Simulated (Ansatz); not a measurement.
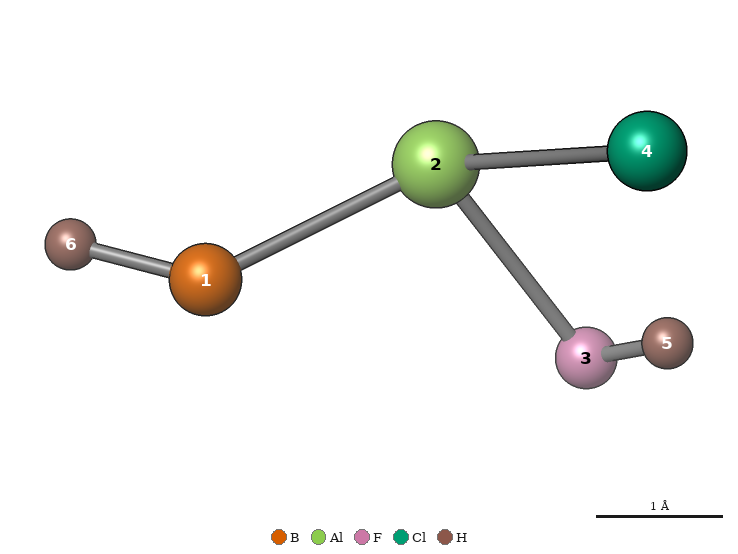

Orthographic view. Atoms fade into the background with distance from the viewer. The computed structure is the end point of a PBE0-D4/def2-TZVP optimisation. No frequency run is at hand to confirm it as a minimum.

Give the geometry as a Z-matrix, atoms in numerical order, with these reference atoms: 2 to 1; 3 to 2, 1; 4 to 2, 1, 3; 5 to 3, 2, 1; 6 to 1, 2, 3.

```
B  
Al   1   2.086
F    2   2.124   1   104.1
Cl   2   2.181   1   126.5   3   -89.4
H    3   0.951   2    90.8   1  -123.1
H    1   1.203   2   128.4   3  -119.6
```
